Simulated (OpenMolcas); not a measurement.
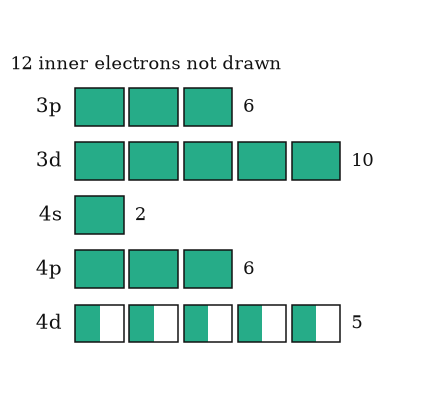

The outer shells of the leading configuration of the lowest level: a box for each of the 2l + 1 orbitals, shaded by the share of the shell that is filled, with the electron count at the right.

# Multiconfigurational calculation for Ru³⁺ complex (part 1 of 2)

- system: Ru³⁺ with 6 ligands (Cl; octahedron, 2.503 Å), embedded in Cs2NaYCl6 by model potentials and point charges, whose field is part of the energies.
- method: state-averaged CASSCF, active space 5 electrons in the shell 4d, basis ANO-RCC-VTZP on the metal and ANO-RCC-VDZP on the ligands, DKH2 scalar Hamiltonian, spin-orbit coupling by RASSI with atomic mean-field integrals (OpenMolcas)

## Results in brief

- outcome: converged
- energy of the lowest spin-free term: −7293.96608 hartree
- energy of the lowest spin-orbit level: −7293.96746 hartree
- largest spread among components of a term: 0.0 cm⁻¹
- hardware: 1 thread of Arm Neoverse V1, 24 GiB of memory available, shared host
- wall time: 1.9 min
- peak memory: 0.4 GiB

## Remarks

Without dynamic correlation the splittings between terms come out too large, often by 20 to 50 %. To bear in mind: small active space favours high spin, ground spin may be wrong; the geometry is set by hand, with no relaxation.

## Input
```
&GATEWAY
Basis set
Ru.ANO-RCC-VTZP.
Ru1 0.0 0.0 0.0 Angstrom
End of basis
Basis set
Cl.ANO-RCC-VDZP.
L1 2.503000 0.000000 0.000000 Angstrom
L2 0.000000 2.503000 0.000000 Angstrom
L3 0.000000 0.000000 2.503000 Angstrom
End of basis
Basis set
Na.EMB-AIMP.Al-Abdalla.7s4p.1s1p.ECP.Cs2NaYCl6.
PseudoCharge
* 3 symmetry-unique lattice sites within 7.6 angstrom
End of basis
Basis set
Cs.EMB-AIMP.Al-Abdalla.0s.0s.ECP.Cs2NaYCl6.
PseudoCharge
* 4 symmetry-unique lattice sites within 7.6 angstrom
End of basis
Basis set
Cl.EMB-AIMP.Al-Abdalla.0s.0s.ECP.Cs2NaYCl6.
PseudoCharge
* 12 symmetry-unique lattice sites within 7.6 angstrom
End of basis
Basis set
Y.EMB-AIMP.Al-Abdalla.0s.0s.ECP.Cs2NaYCl6.
PseudoCharge
* 6 symmetry-unique lattice sites within 7.6 angstrom
End of basis
Symmetry
XYZ
AngMom=0.0 0.0 0.0
AMFI
RICD
XField
1564 Angstrom 0
* Evjen-weighted lattice charges
&SEWARD
&RASSCF
FileOrb=start.orb
Symmetry=1
Spin=6
nActEl=5 0 0
Inactive=36 36
Ras2=5 0
CIRoot=1 1 1
SDav=1
CIMx=300
Iter=150 100
PrWF=0.3
OrbListing=Nothing
MaxOrb=1
LevShft=1.0
>>> COPY $Project.JobIph JOB001
&RASSCF
FileOrb=start.orb
Symmetry=1
Spin=4
nActEl=5 0 0
Inactive=36 36
Ras2=5 0
CIRoot=24 24 1
SDav=24
CIMx=300
Iter=150 100
PrWF=0.3
OrbListing=Nothing
MaxOrb=0
LevShft=1.0
>>> COPY $Project.JobIph JOB002
&RASSCF
FileOrb=start.orb
Symmetry=1
Spin=2
nActEl=5 0 0
Inactive=36 36
Ras2=5 0
CIRoot=75 75 1
SDav=75
CIMx=300
Iter=150 100
PrWF=0.3
OrbListing=Nothing
MaxOrb=0
LevShft=1.0
>>> COPY $Project.JobIph JOB003
&RASSI
NrOfJobIphs=3 1 24 75
1
1 2 3 4 5 6 7 8 9 10 11 12 13 14 15 16 17 18 19 20 21 22 23 24
1 2 3 4 5 6 7 8 9 10 11 12 13 14 15 16 17 18 19 20 21 22 23 24 25 26 27
28 29 30 31 32 33 34 35 36 37 38 39 40 41 42 43 44 45 46 47 48 49 50 51
52 53 54 55 56 57 58 59 60 61 62 63 64 65 66 67 68 69 70 71 72 73 74 75
IphNames
JOB001
JOB002
JOB003
EJob
SpinOrbit
DIPRint=1.0
SOCoupling=1000.0
Subsets=2
Property=9
'ANGMOM' 1 'ANGMOM' 2 'ANGMOM' 3 'MLTPL  1' 1 'MLTPL  1' 2 'MLTPL  1' 3
'AMFI' 1 'AMFI' 2 'AMFI' 3
SOProperty=3
'ANGMOM' 1 'ANGMOM' 2 'ANGMOM' 3
```

The file start.orb holds starting orbitals from an earlier step. A driver script formed the levels outside the program, from RASSI's spin-orbit matrix and the active-space energies, averaged over the components of each term or state.

Command:
```bash
OMP_NUM_THREADS=1 MOLCAS_MEM=3686 MOLCAS_PROJECT=a pymolcas a.inp > a.log  # once for each step of the input, in one work folder
```

## Output (extracts)
```
--- SEWARD ---
Basis set label: RU.ANO-RCC...7S6P4D2F1G.

      Electronic valence basis set:
      ------------------
      Associated Effective Charge  44.000000 au
      Associated Actual Charge     44.000000 au
      Nuclear Model: Point charge

      Shell  nPrim  nBasis  Cartesian Spherical Contaminant
         s      21       7        X
         p      18       6        X
         d      13       4                 X
         f       6       2                 X
         g       4       1                 X
                  Relativistic Douglas-Kroll-Hess integrals:
                    - DKH order of Hamiltonian: 2
                    - DKH order of Properties : 0
                  Atomic mean-field integrals
--- RASSCF ---
Wave function specifications:
      -----------------------------

      Number of closed shell electrons         144
      Number of electrons in active shells       5
      Max number of holes in RAS1 space          0
      Max nr of electrons in RAS3 space          0
      Number of inactive orbitals               72
      Number of active orbitals                  5
      Number of secondary orbitals             123
      Spin quantum number                      2.5
      State symmetry                             1
Orbital specifications:
      -----------------------

      Symmetry species                           1   2
                                                ag  au
      Frozen orbitals                            0   0
      Inactive orbitals                         36  36
      Active orbitals                            5   0
      RAS1 orbitals                              0   0
      RAS2 orbitals                              5   0
      RAS3 orbitals                              0   0
      Secondary orbitals                        61  62
      Deleted orbitals                           0   0
      Number of basis functions                102  98
      Number of CSFs                             1
      Number of root(s) required                 1
      Iter CI   SX   CI       RASSCF       Energy    max ROT     max BLB   max BLB  Level Ln srch  Step   QN
          iter iter root      energy       change     param      element    value   shift minimum  type update
 Nr of preliminary CI iterations:   1
      Total energies have been shifted. Add                -7000.00 au
        1   1   11    1  -293.32025765    0.00E+00  -7.96E-02   14  44 2  2.35E-01*  1.29   0.00    SX    NO
        2   1   12    1  -293.79056545   -4.70E-01* -7.41E-02   14  44 2  1.27E-01*  1.06   0.00    SX    NO
        3   1   12    1  -293.91830415   -1.28E-01* -4.88E-02   14  44 2  5.60E-02*  0.93   0.00    SX    NO
        4   1   11    1  -293.94973997   -3.14E-02*  2.90E-02   36  39 1  3.30E-02*  0.88   0.00    SX    NO
        5   1   11    1  -293.95931903   -9.58E-03*  3.45E-02   36  39 1  2.11E-02*  0.86   2.39    LS   YES
        6   1   11    1  -293.96420529   -4.89E-03*  1.29E-02   39  45 1 -1.01E-02*  0.83   1.18    QN   YES
        7   1   10    1  -293.96555282   -1.35E-03*  8.72E-03    7  54 2 -4.66E-03*  0.84   1.70    LS   YES
        8   1   10    1  -293.96582771   -2.75E-04* -1.93E-03    8  55 2 -4.85E-03*  0.84   1.04    QN   YES
        9   1   10    1  -293.96600867   -1.81E-04* -1.15E-03   36  39 1  1.45E-03*  0.84   1.60    LS   YES
       10   1   10    1  -293.96603842   -2.97E-05* -1.59E-03    9  63 1 -3.21E-03*  0.84   1.01    QN   YES
       11   1    9    1  -293.96606801   -2.96E-05* -1.11E-03    7  54 2  8.17E-04*  0.84   1.70    LS   YES
       12   1    9    1  -293.96607417   -6.16E-06* -9.22E-04    7  57 2  1.33E-03*  0.84   1.02    QN   YES
       13   1    8    1  -293.96608043   -6.26E-06* -5.20E-04    7  57 2  3.57E-04*  0.84   1.42    QN   YES
       14   1    7    1  -293.96608223   -1.80E-06* -2.16E-04    8  47 1  1.58E-04*  0.84   1.27    QN   YES
       15   1    7    1  -293.96608250   -2.74E-07*  8.08E-05    9  59 2 -7.62E-05   0.84   1.36    QN   YES
       16   1    6    1  -293.96608256   -5.53E-08*  1.78E-05   14  42 1  3.76E-05   0.84   1.27    QN   YES
       17   1    6    1  -293.96608257   -8.60E-09   1.02E-05   14  42 1  1.73E-05   0.84   1.32    QN   YES
      Convergence after 17 iterations
       18   1    6    1  -293.96608257   -1.72E-09   1.02E-05   14  42 1  5.73E-06   0.84   1.32    QN   YES
      Natural orbitals and occupation numbers for root  1
      sym 1:   1.000000   1.000000   1.000000   1.000000   1.000000
::    RASSCF root number  1 Total energy:  -7293.96608257
--- RASSCF ---
Wave function specifications:
      -----------------------------

      Number of closed shell electrons         144
      Number of electrons in active shells       5
      Max number of holes in RAS1 space          0
      Max nr of electrons in RAS3 space          0
      Number of inactive orbitals               72
      Number of active orbitals                  5
      Number of secondary orbitals             123
      Spin quantum number                      1.5
      State symmetry                             1
Orbital specifications:
      -----------------------

      Symmetry species                           1   2
                                                ag  au
      Frozen orbitals                            0   0
      Inactive orbitals                         36  36
      Active orbitals                            5   0
      RAS1 orbitals                              0   0
      RAS2 orbitals                              5   0
      RAS3 orbitals                              0   0
      Secondary orbitals                        61  62
      Deleted orbitals                           0   0
      Number of basis functions                102  98
      Number of CSFs                            24
      Number of root(s) required                24
      Iter CI   SX   CI       RASSCF       Energy    max ROT     max BLB   max BLB  Level Ln srch  Step   QN
          iter iter root      energy       change     param      element    value   shift minimum  type update
 Nr of preliminary CI iterations:   1
      Total energies have been shifted. Add                -7000.00 au
        1   1   10    0  -293.83204866    0.00E+00   1.18E-02   38  44 1 -1.68E-02*  0.85   0.00    SX    NO
        2   1   10    0  -293.83414562   -2.10E-03* -9.12E-03   30  39 1  1.05E-02*  0.85   0.00    SX    NO
        3   1   10    0  -293.83507160   -9.26E-04* -6.41E-03   30  39 1  7.39E-03*  0.85   0.00    SX    NO
        4   1   10    0  -293.83551591   -4.44E-04* -4.65E-03   30  39 1  5.36E-03*  0.85   0.00    SX    NO
        5   1    9    0  -293.83573582   -2.20E-04* -6.77E-03   30  39 1  3.84E-03*  0.85   2.50    LS   YES
        6   1    9    0  -293.83592151   -1.86E-04* -4.42E-03   30  39 1  1.61E-03*  0.85   1.67    LS   YES
        7   1    9    0  -293.83595677   -3.53E-05* -3.70E-04   28  42 1 -1.13E-03*  0.85   1.02    QN   YES
        8   1    8    0  -293.83596093   -4.16E-06* -3.98E-04   28  42 1 -7.00E-04*  0.85   2.08    LS   YES
        9   1    8    0  -293.83596245   -1.53E-06* -2.43E-04   24  56 2 -5.32E-04*  0.85   1.00    QN   YES
       10   1    7    0  -293.83596320   -7.44E-07*  5.90E-05   28  42 1 -1.49E-04*  0.85   1.03    QN   YES
       11   1    6    0  -293.83596327   -7.05E-08*  5.55E-05   28  42 1 -8.94E-05   0.85   1.94    LS   YES
       12   1    6    0  -293.83596329   -2.00E-08* -2.16E-05   28  42 1 -3.31E-05   0.85   0.94    QN   YES
       13   1    6    0  -293.83596330   -9.86E-09   1.03E-05   34  44 2 -1.47E-05   0.85   1.40    QN   YES
      Convergence after 13 iterations
       14   1    6    0  -293.83596330   -2.19E-09   1.03E-05   34  44 2 -6.28E-06   0.85   1.40    QN   YES
      Natural orbitals and occupation numbers for root  1
      sym 1:   1.978166   0.999696   0.021834   1.000014   1.000290
      Natural orbitals and occupation numbers for root  2
      sym 1:   1.978169   1.000251   0.999739   1.000011   0.021831
      Natural orbitals and occupation numbers for root  3
      sym 1:   1.000201   1.978173   0.021827   1.000007   0.999793
::    RASSCF root number  1 Total energy:  -7293.92389947
::    RASSCF root number  2 Total energy:  -7293.92389947
::    RASSCF root number  3 Total energy:  -7293.92389947
::    RASSCF root number  4 Total energy:  -7293.90107337
::    RASSCF root number  5 Total energy:  -7293.90107337
::    RASSCF root number  6 Total energy:  -7293.90107337
::    RASSCF root number  7 Total energy:  -7293.86790124
::    RASSCF root number  8 Total energy:  -7293.86472153
::    RASSCF root number  9 Total energy:  -7293.86472153
::    RASSCF root number 10 Total energy:  -7293.84793977
::    RASSCF root number 11 Total energy:  -7293.84793977
::    RASSCF root number 12 Total energy:  -7293.84793977
::    RASSCF root number 13 Total energy:  -7293.84164622
::    RASSCF root number 14 Total energy:  -7293.84164622
::    RASSCF root number 15 Total energy:  -7293.80845061
::    RASSCF root number 16 Total energy:  -7293.80550571
::    RASSCF root number 17 Total energy:  -7293.80550571
::    RASSCF root number 18 Total energy:  -7293.80550571
::    RASSCF root number 19 Total energy:  -7293.76760746
::    RASSCF root number 20 Total energy:  -7293.76760746
::    RASSCF root number 21 Total energy:  -7293.76760746
::    RASSCF root number 22 Total energy:  -7293.74531818
::    RASSCF root number 23 Total energy:  -7293.74531818
::    RASSCF root number 24 Total energy:  -7293.74531818
--- RASSCF ---
Wave function specifications:
      -----------------------------

      Number of closed shell electrons         144
      Number of electrons in active shells       5
      Max number of holes in RAS1 space          0
      Max nr of electrons in RAS3 space          0
      Number of inactive orbitals               72
      Number of active orbitals                  5
      Number of secondary orbitals             123
      Spin quantum number                      0.5
      State symmetry                             1
Orbital specifications:
      -----------------------

      Symmetry species                           1   2
                                                ag  au
      Frozen orbitals                            0   0
      Inactive orbitals                         36  36
      Active orbitals                            5   0
      RAS1 orbitals                              0   0
      RAS2 orbitals                              5   0
      RAS3 orbitals                              0   0
      Secondary orbitals                        61  62
      Deleted orbitals                           0   0
      Number of basis functions                102  98
      Number of CSFs                            75
      Number of root(s) required                75
      Iter CI   SX   CI       RASSCF       Energy    max ROT     max BLB   max BLB  Level Ln srch  Step   QN
          iter iter root      energy       change     param      element    value   shift minimum  type update
 Nr of preliminary CI iterations:   1
      Total energies have been shifted. Add                -7000.00 au
        1   1   10    0  -293.76034088    0.00E+00   6.38E-03   38  44 1 -8.13E-03*  0.84   0.00    SX    NO
        2   1   10    0  -293.76115433   -8.13E-04* -4.76E-03   30  39 1  5.42E-03*  0.84   0.00    SX    NO
        3   1   10    0  -293.76152819   -3.74E-04* -3.29E-03   30  39 1  3.75E-03*  0.84   0.00    SX    NO
        4   1    9    0  -293.76171263   -1.84E-04* -2.35E-03   30  39 1  2.67E-03*  0.83   0.00    SX    NO
        5   1    9    0  -293.76180626   -9.36E-05* -3.45E-03   30  39 1  1.87E-03*  0.83   2.50    LS   YES
        6   1    9    0  -293.76188770   -8.14E-05* -2.44E-03   28  42 1 -8.11E-04*  0.83   1.72    LS   YES
        7   1    8    0  -293.76190487   -1.72E-05* -2.50E-04   28  42 1 -7.57E-04*  0.83   1.01    QN   YES
        8   1    8    0  -293.76190707   -2.20E-06*  3.61E-04   28  42 1 -4.80E-04*  0.83   2.45    LS   YES
        9   1    8    0  -293.76190825   -1.18E-06*  1.65E-04   22  56 2 -4.27E-04*  0.83   1.00    QN   YES
       10   1    7    0  -293.76190873   -4.82E-07* -1.26E-04   30  39 1 -1.07E-04*  0.83   1.10    QN   YES
       11   1    6    0  -293.76190886   -1.23E-07* -1.49E-04   30  39 1 -7.51E-05   0.83   2.19    LS   YES
       12   1    7    0  -293.76190891   -5.22E-08* -3.00E-05   22  46 2 -5.05E-05   0.83   1.01    QN   YES
       13   1    6    0  -293.76190893   -2.29E-08* -3.02E-05   28  42 1  3.21E-05   0.83   1.53    QN   YES
       14   1    5    0  -293.76190894   -6.37E-09   1.12E-05   28  42 1  1.98E-05   0.83   1.23    QN   YES
      Convergence after 14 iterations
       15   1    5    0  -293.76190894   -9.58E-10   1.12E-05   28  42 1  9.38E-06   0.83   1.23    QN   YES
      Natural orbitals and occupation numbers for root  1
      sym 1:   1.934773   1.046072   0.069303   1.934575   0.015277
      Natural orbitals and occupation numbers for root  2
      sym 1:   1.046084   1.934768   0.069312   1.934560   0.015275
      Natural orbitals and occupation numbers for root  3
      sym 1:   1.935090   1.045452   0.015350   1.935317   0.068791
::    RASSCF root number  1 Total energy:  -7293.92806852
::    RASSCF root number  2 Total energy:  -7293.92806852
::    RASSCF root number  3 Total energy:  -7293.92806852
::    RASSCF root number  4 Total energy:  -7293.87769399
::    RASSCF root number  5 Total energy:  -7293.87769399
::    RASSCF root number  6 Total energy:  -7293.87769399
::    RASSCF root number  7 Total energy:  -7293.87360513
::    RASSCF root number  8 Total energy:  -7293.86608848
::    RASSCF root number  9 Total energy:  -7293.86608848
::    RASSCF root number 10 Total energy:  -7293.86608848
::    RASSCF root number 11 Total energy:  -7293.85776276
::    RASSCF root number 12 Total energy:  -7293.85776276
::    RASSCF root number 13 Total energy:  -7293.83940032
::    RASSCF root number 14 Total energy:  -7293.83940032
::    RASSCF root number 15 Total energy:  -7293.83940032
::    RASSCF root number 16 Total energy:  -7293.83219775
::    RASSCF root number 17 Total energy:  -7293.83219775
::    RASSCF root number 18 Total energy:  -7293.83219775
::    RASSCF root number 19 Total energy:  -7293.82801604
::    RASSCF root number 20 Total energy:  -7293.81858632
::    RASSCF root number 21 Total energy:  -7293.81858632
::    RASSCF root number 22 Total energy:  -7293.81325710
::    RASSCF root number 23 Total energy:  -7293.81139423
::    RASSCF root number 24 Total energy:  -7293.81139423
::    RASSCF root number 25 Total energy:  -7293.81139423
::    RASSCF root number 26 Total energy:  -7293.79488325
::    RASSCF root number 27 Total energy:  -7293.79488325
::    RASSCF root number 28 Total energy:  -7293.79071279
::    RASSCF root number 29 Total energy:  -7293.79071279
::    RASSCF root number 30 Total energy:  -7293.79071279
```

(Continued in part 2.)
